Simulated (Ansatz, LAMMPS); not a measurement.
# Ionic liquid ethylpyridinium acetate at 400 K (225 atoms): a short ab initio trajectory

Aim: follow ionic liquid ethylpyridinium acetate at 400 K (225 atoms) for a short time with forces from DFT, then look at structure and electrons in the last frame.

Method: Kohn-Sham DFT, r2SCAN+D3(BJ), PAW (set soft_2), plane waves, in Ansatz 0.2.0.

### 1. Set-up

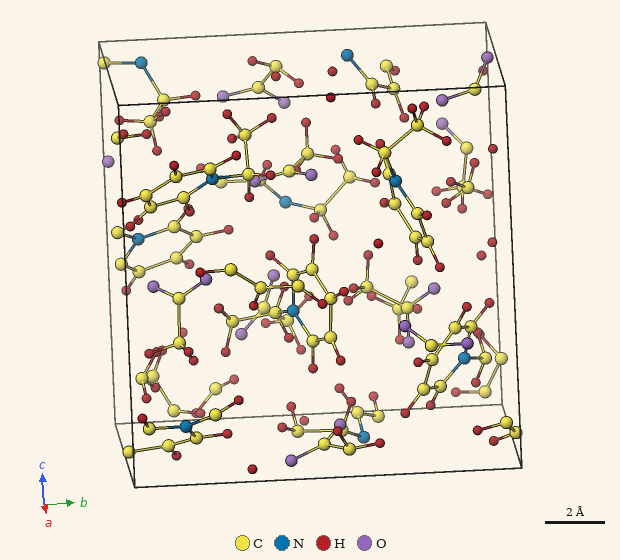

The cell as given, slightly off an axis (carbon yellow, nitrogen blue, hydrogen red, oxygen purple). Bonds to atoms that aren't drawn are left out. Some periodic images of atoms are drawn too.

The cell holds 225 atoms: 81 C, 9 N, 117 H and 18 O. Cell: a = 13.259 Å, b = 13.259 Å, c = 13.259 Å, α = 90.0°, β = 90.0°, γ = 90.0°. 9 ethylpyridinium, 9 acetate placed at random, at 1.07 g/cm³; overlaps pushed apart, then 10 ps at 700 K with MMFF94 bonds, angles, torsions, charges and radii (Halgren, J. Comput. Chem. 17, 490 (1996)) in harmonic and 12-6 forms; charges of ions scaled by 0.8. Snapshot after 30 ps at 400 K and fixed volume.

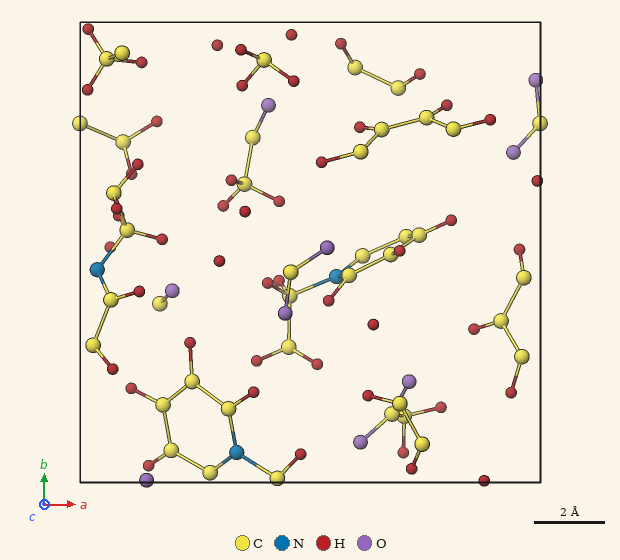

A slice 6 Å thick through the middle of the cell. Bonds to atoms that aren't drawn are left out.

Before any run, some limits are plain. The network of contacts between molecules at the start is that of the classical potential that made the cell. The density was typed from a rule of thumb and may lie off the real one at this temperature. The Brillouin zone is sampled at Γ only, in a cell whose shortest periodic width is 13 Å.

### 2. Single point at the start

A single point comes first, to see the forces before anything moves.

input.yaml

```yaml
crystal:
  lattice:
    - [13.25922, 0.0, 0.0]
    - [0.0, 13.25922, 0.0]
    - [0.0, 0.0, 13.25922]
  atoms:
    - { symbol: C, position: [0.45282, 0.29424, 0.32866] }
    - { symbol: C, position: [0.45511, 0.40564, 0.34655] }
    - { symbol: "N", position: [0.55642, 0.44759, 0.36621] }
    - { symbol: C, position: [0.61339, 0.49259, 0.29386] }
    [... 215 atom lines left out ...]
    - { symbol: C, position: [0.7699, 0.50346, 0.04962] }
    - { symbol: O, position: [0.69483, 0.54998, 0.08598] }
    - { symbol: O, position: [0.78033, 0.4162, 0.01247] }
    - { symbol: H, position: [0.85526, 0.64345, 0.05939] }
    - { symbol: H, position: [0.92821, 0.53256, 0.10858] }
    - { symbol: H, position: [0.91748, 0.55216, 0.97932] }
kpoints:
  mp_grid: { grid: [1, 1, 1] }
hamiltonian:
  xc: r2scan
  dispersion: d3bj
scf:
  occupations: { method: fixed }
output:
  forces: true
  stress: true
```

On the command line:

```sh
> ansatz run input.yaml --threads 4 --pin off --max-ram 8192MiB --backend cpu --events-out ev --progress --plain --runs-dir out
```

It took 1.7 min on 4 threads of Arm Neoverse V1, shared host; peak memory 6.3 GiB.

Notices of the run: dispersion damping borrowed.

Read from the output:

- free energy: -35944.5520 eV
- free energy per atom: -159.7536 eV/atom
- SCF cycles: 12
- pressure: -0.1827 GPa
- r.m.s. force component: 1.081 eV/Å
- longest force: 4.947 eV/Å
- Fermi energy: 0.625 eV

The r.m.s. force component of 1.1 eV/Å and the pressure of -0.18 GPa set the starting point.

Neighbours are counted within 1.34 Å (H-C), 1.85 Å (C-C), 1.68 Å (C-O), 1.79 Å (C-N).

Length of the force by element and coordination:

| element | coordination | atoms | mean length of the force (eV/Å) | spread | least | most |
| --- | --- | --- | --- | --- | --- | --- |
| C | all | 81 | 2.30 | 0.913 | 0.498 | 4.95 |
| C | 3 | 54 | 2.31 | 0.911 | 0.498 | 4.95 |
| C | 4 | 27 | 2.28 | 0.918 | 0.578 | 3.84 |
| H | all | 117 | 1.16 | 0.696 | 0.154 | 3.38 |
| N | all | 9 | 1.76 | 0.911 | 0.617 | 3.81 |
| O | all | 18 | 1.40 | 0.697 | 0.431 | 3.31 |

### 3. Dynamics at 400 K

A Langevin thermostat couples each atom to a heat bath, at the price of damped dynamics. The time step is 0.5 fs, short enough for the stretching of bonds to hydrogen.

input.yaml: that of step 2 with these lines changed.

```diff
@@ -17 +17,8 @@
   stress: true
+md:
+  timestep: 0.5
+  n_steps: 37
+  ensemble: nvt_langevin
+  temperature: 400
+  initial_velocities: maxwell_boltzmann
+  seed: 2820
```

Wall time 41 min (4 threads); peak memory 6.2 GiB.

The program notes that the SCF threshold is loose for the stress and it switched symmetry off.

The trajectory, sampled:

| time (fs) | T (K) | potential (meV/atom) |
| --- | --- | --- |
| 0.0 | 398 | 0.0 |
| 1.0 | 402 | 0.1 |
| 2.5 | 424 | -2.8 |
| 3.5 | 423 | -3.1 |
| 5.0 | 409 | -0.8 |
| 6.0 | 398 | 0.3 |
| 7.5 | 405 | -0.9 |
| 8.5 | 419 | -2.5 |
| 10.0 | 411 | -1.9 |
| 11.0 | 405 | -1.0 |
| 12.5 | 415 | -2.8 |
| 13.5 | 425 | -3.9 |
| 15.0 | 411 | -1.7 |
| 16.0 | 396 | 0.1 |
| 17.5 | 398 | 0.6 |
| 18.5 | 402 | 0.0 |

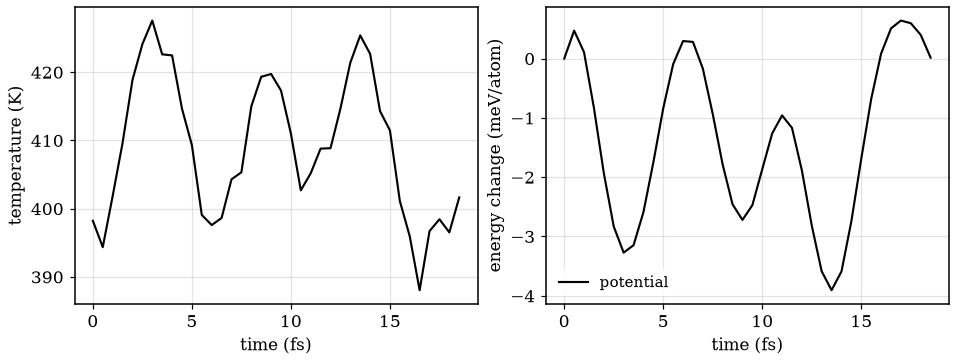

Temperature and energies against time.

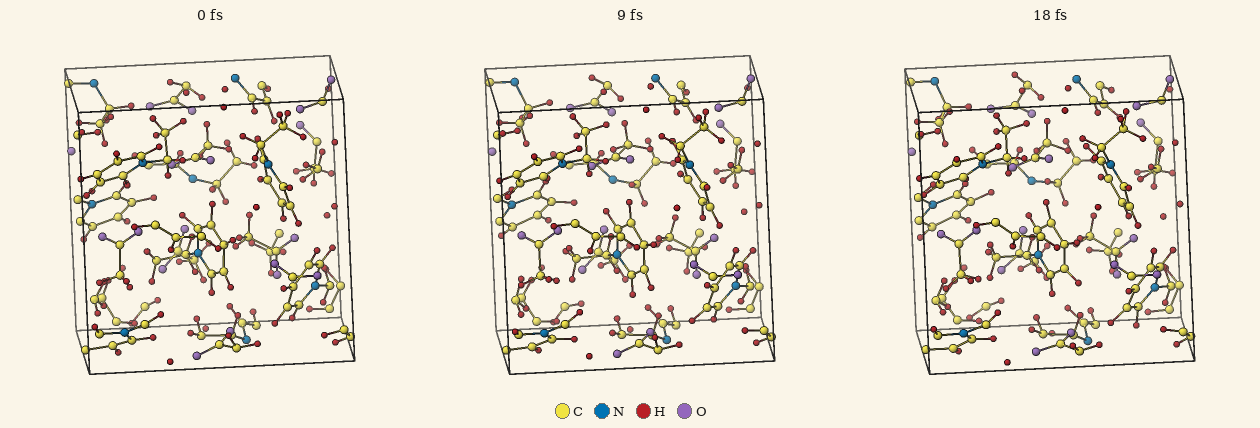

3 frames of the run. Bonds to atoms that aren't drawn are left out.

Mean square displacement from the first frame to the last: C 0.015 Å², N 0.011 Å², H 0.078 Å², O 0.019 Å².

The mean square displacement by time lag:

| time lag (fs) | C (Å²) | H (Å²) | N (Å²) | O (Å²) |
| --- | --- | --- | --- | --- |
| 0.50 | 2.2e-5 | 2.5e-4 | 1.7e-5 | 1.9e-5 |
| 1.00 | 8.7e-5 | 0.00100 | 6.8e-5 | 7.7e-5 |
| 1.50 | 2.0e-4 | 0.00222 | 1.5e-4 | 1.7e-4 |
| 2.00 | 3.5e-4 | 0.00386 | 2.7e-4 | 3.1e-4 |
| 2.50 | 5.4e-4 | 0.00586 | 4.1e-4 | 4.8e-4 |
| 3.00 | 7.7e-4 | 0.00817 | 5.9e-4 | 6.9e-4 |
| 3.50 | 0.00103 | 0.0107 | 7.9e-4 | 9.3e-4 |
| 4.00 | 0.00133 | 0.0134 | 0.00102 | 0.00122 |
| 4.50 | 0.00166 | 0.0162 | 0.00127 | 0.00153 |
| 5.00 | 0.00202 | 0.0191 | 0.00155 | 0.00188 |
| 5.50 | 0.00241 | 0.0219 | 0.00184 | 0.00227 |
| 6.00 | 0.00282 | 0.0247 | 0.00216 | 0.00269 |
| 6.50 | 0.00325 | 0.0275 | 0.00248 | 0.00314 |
| 7.00 | 0.00371 | 0.0301 | 0.00282 | 0.00362 |
| 7.50 | 0.00417 | 0.0327 | 0.00317 | 0.00414 |
| 8.00 | 0.00466 | 0.0353 | 0.00353 | 0.00468 |
| 8.50 | 0.00515 | 0.0378 | 0.00389 | 0.00524 |
| 9.00 | 0.00566 | 0.0404 | 0.00425 | 0.00584 |
| 9.50 | 0.00618 | 0.0429 | 0.00462 | 0.00646 |

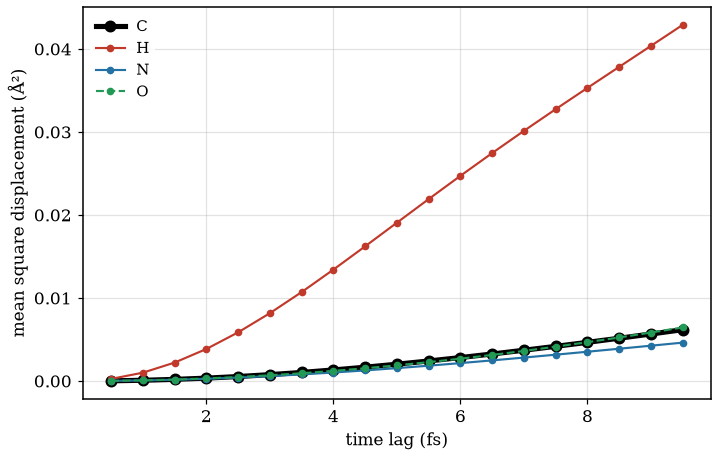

Mean square displacement against time lag.

Over the second half of 18 fs the temperature averages 407 K with swings of 10 K r.m.s. From first frame to last H has the largest mean square displacement, 0.078 Å² at the end; the farthest move is 0.68 Å. The run spans 0.02 ps, too short for its means to be equilibrium values.

### 4. Structure statistics late in the run

The g(r) is a mean over the second half; what follows it is taken at the last frame.

Bonds before and after, by the cutoffs listed below:

| pair | bonds before | bonds after | mean before (Å) | mean after (Å) | spread before (Å) | spread after (Å) |
| --- | --- | --- | --- | --- | --- | --- |
| H-C | 117 | 117 | 1.090 | 1.094 | 0.036 | 0.035 |
| C-C | 54 | 54 | 1.437 | 1.436 | 0.068 | 0.077 |
| C-O | 18 | 18 | 1.256 | 1.260 | 0.017 | 0.028 |
| C-N | 27 | 27 | 1.385 | 1.398 | 0.069 | 0.082 |

Density 1.07 g/cm³, 10.36 Å³ an atom.

Mean of 20 frames. g(r), total and by pair (bins of 0.2 Å):

| r (Å) | total | H-H | H-C | H-O | H-N | C-C | C-O |
| --- | --- | --- | --- | --- | --- | --- | --- |
| 0.90 | 0.02 | 0.00 | 0.04 | 0.00 | 0.00 | 0.00 | 0.00 |
| 1.10 | 3.59 | 0.00 | 9.57 | 0.00 | 0.00 | 0.00 | 0.00 |
| 1.30 | 1.27 | 0.00 | 0.01 | 0.00 | 0.00 | 3.88 | 7.15 |
| 1.50 | 0.63 | 0.04 | 0.00 | 0.00 | 0.00 | 3.52 | 0.00 |
| 1.70 | 0.53 | 1.93 | 0.00 | 0.00 | 0.00 | 0.09 | 0.00 |
| 1.90 | 0.29 | 0.90 | 0.05 | 0.00 | 0.64 | 0.00 | 0.00 |
| 2.10 | 1.23 | 0.36 | 2.15 | 0.53 | 6.55 | 0.00 | 0.00 |
| 2.30 | 1.08 | 0.90 | 0.93 | 0.93 | 0.14 | 1.42 | 0.99 |
| 2.50 | 0.97 | 1.58 | 0.31 | 1.46 | 0.70 | 1.22 | 1.00 |
| 2.70 | 0.87 | 1.10 | 0.60 | 2.31 | 0.84 | 0.53 | 0.24 |
| 2.90 | 0.71 | 0.78 | 0.63 | 1.83 | 1.02 | 0.22 | 0.57 |
| 3.10 | 0.79 | 0.95 | 0.75 | 1.50 | 0.22 | 0.38 | 1.10 |
| 3.30 | 1.06 | 0.81 | 1.44 | 1.36 | 2.05 | 0.33 | 0.96 |
| 3.50 | 0.93 | 0.85 | 1.11 | 0.77 | 0.87 | 0.75 | 1.23 |
| 3.70 | 0.93 | 0.86 | 1.00 | 0.86 | 0.77 | 1.17 | 0.89 |
| 3.90 | 0.96 | 0.86 | 1.07 | 0.81 | 0.92 | 0.89 | 1.47 |
| 4.10 | 0.97 | 1.07 | 0.96 | 0.92 | 0.72 | 1.09 | 0.97 |
| 4.30 | 1.08 | 1.17 | 1.03 | 0.98 | 0.81 | 1.25 | 1.00 |
| 4.50 | 1.07 | 1.04 | 1.14 | 0.97 | 0.80 | 1.15 | 1.05 |
| 4.70 | 1.06 | 1.00 | 1.11 | 1.04 | 0.83 | 1.25 | 0.89 |
| 4.90 | 1.03 | 1.06 | 1.00 | 1.06 | 0.95 | 1.15 | 1.09 |
| 5.10 | 1.04 | 1.02 | 1.01 | 1.08 | 0.77 | 1.14 | 1.15 |
| 5.30 | 1.06 | 1.12 | 0.88 | 1.08 | 1.10 | 1.26 | 1.18 |
| 5.50 | 1.00 | 1.01 | 0.97 | 0.99 | 0.97 | 0.97 | 1.49 |
| 5.70 | 1.04 | 1.03 | 1.01 | 1.02 | 1.25 | 0.86 | 1.24 |
| 5.90 | 0.99 | 0.96 | 0.97 | 0.94 | 1.12 | 0.87 | 1.31 |
| 6.10 | 0.97 | 0.98 | 0.97 | 0.89 | 1.03 | 0.90 | 0.97 |
| 6.30 | 0.95 | 0.87 | 0.95 | 1.00 | 1.11 | 0.92 | 0.99 |

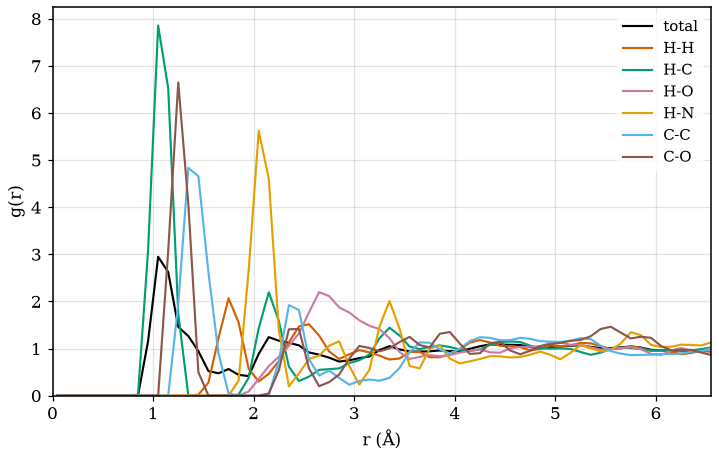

Pair distribution functions, lightly smoothed.

Bonds by pair of elements; cutoffs follow the first minimum of g(r), held within bounds set by covalent radii, and pairs that aren't listed don't count as bonded:

| pair A-B | cutoff (Å) | bonds | mean length (Å) | spread (Å) | shortest (Å) | B about A | A about B |
| --- | --- | --- | --- | --- | --- | --- | --- |
| H-C | 1.34 | 117 | 1.09 | 0.035 | 0.998 | 1 | 1.44 |
| C-C | 1.85 | 54 | 1.44 | 0.077 | 1.33 | 1.33 | 1.33 |
| C-O | 1.73 | 18 | 1.26 | 0.028 | 1.21 | 0.222 | 1 |
| C-N | 1.79 | 27 | 1.40 | 0.082 | 1.30 | 0.333 | 3 |

How many atoms have how many bonded neighbours:

| element | mean | 1 | 3 | 4 |
| --- | --- | --- | --- | --- |
| C | 3.33 | 0 | 54 | 27 |
| H | 1 | 117 | 0 | 0 |
| N | 3 | 0 | 9 | 0 |
| O | 1 | 18 | 0 | 0 |

Bond angles (no mean is given where the spread exceeds 20°):

| angle | count | mean (°) | spread (°) |
| --- | --- | --- | --- |
| C-C-H | 144 | 116 | 6.8 |
| H-C-H | 63 | 108 | 6 |
| H-C-N | 36 | 112 | 7.6 |
| C-C-N | 27 | 116 | 4.7 |
| C-C-C | 27 | 119 | 2.5 |

Bond length by coordination (bonds to H left out):

| element | coordination | atoms | mean bond length (Å) |
| --- | --- | --- | --- |
| C | 3 | 54 | 1.37 |
| C | 4 | 27 | 1.52 |

Rings of the network by King's shortest-path rule, up to 12 atoms, one path for each pair of neighbours; H, halogens, alkali and alkaline-earth atoms are left out, and the last column divides by all other atoms, bonded or not:

| ring size (atoms) | rings | per network atom |
| --- | --- | --- |
| 6 | 9 | 0.083 |

With the cutoffs above, 67 % of C atoms have 3, all H atoms have 1, all N atoms have 3 and all O atoms have 1 bonded neighbour. The C-C-H angle averages 116° with a spread of 7°. All rings counted have 6 atoms.

[end of part 1 of 2]

[Logs are printed without paths, hosts, clocks, repeated set-up lines and the standing remarks that a program may print on its own settings, such as how far it seeks lower states.]

[Hosts, paths, dates, database ids (printed as entryN), source tags and the programs' standing remarks are cut or masked in the printed files.]

[The MMFF94 radii named for the starting cell were scaled by 0.96; in molecules described by MMFF94, hydrogen bound to N, O or S took a small fixed 12-6 site in their place.]
